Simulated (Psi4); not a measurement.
## Predicting a hybrid from its neighbours: NBrO (nitrosyl bromide)

NBrO has 3 atoms, charge 0, and is taken as a singlet. SMILES: `O=NBr`. The coordinates come from a PBE0-D4/def2-TZVP relaxation.

The electronic atomisation energy y, in eV, basis def2-TZVP; a is the functional's share of exact exchange. Programs: Psi4 1.11.

```
functional  program     a  y (eV)
       PBE     Psi4     0    9.40
      TPSS     Psi4     0    8.53
     TPSSh     Psi4   0.1    8.05
     B3LYP     Psi4   0.2    8.07
      PBE0     Psi4  0.25       ?
     BHLYP     Psi4   0.5    6.49
```

Fit y = c + s·a to the known rows and predict PBE0.


1. Means of the 5 rows: a = 0.1600, y = 8.108.
2. Σ(Δa)² = 0.172, Σ(Δa·Δy) = -0.8224, so the slope is -0.8224/0.172 = -4.7814.
3. Intercept: 8.108 − (-4.7814) × 0.1600 = 8.873. The largest residual of the fit is 0.53.
4. PBE0: 8.873 + (-4.7814) × 0.25 = 7.68 eV.

The run gave 8.05 eV, so the prediction is off by -0.37 eV, within the largest residual. The rows mix families of semi-local functionals, which the line can't see. Spin-orbit coupling is left out.

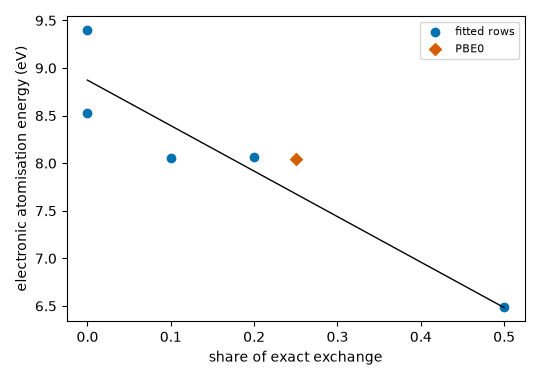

The fitted line, with the withheld row.
